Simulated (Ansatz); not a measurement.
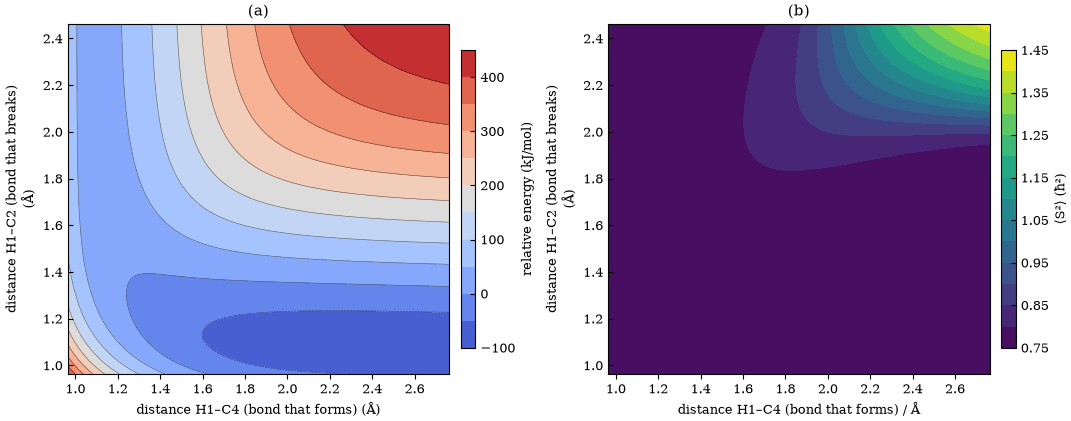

The reacting system C₃H₅ (fragments C₂H₂ + CH₃ where the first distance is long, CH₄ + C₂H where the second is long), spin multiplicity 2. 
- Coordinates scanned: (1) distance H1–C4 (bond that forms); (2) distance H1–C2 (bond that breaks).
- Relaxed at each point: all other coordinates.
- The scan uses a 12 × 12 grid.
- Points are written as (first, second).
- All energies are given in kJ/mol relative to a guessed transition structure relaxed with its forming and breaking bonds held.
- In part of the range the unrestricted reference is strongly spin-contaminated.
- Method: UKS PBE0-D4/def2-SVP (Ansatz).

Panel (a) is the energy; panel (b) is the computed ⟨S²⟩, in ħ².

Drawn: filled contours. Between grid points the surface is interpolated.

**How does the ⟨S²⟩ vary over the map, and what is it at the lowest grid point?**

Leaving out the highest fifth of the energies, it runs from 0.75 ħ² at (2.364 Å, 1.259 Å) to 0.82 ħ² at (1.807 Å, 1.970 Å). At the lowest grid point, (2.561 Å, 1.038 Å), it is 0.75 ħ².
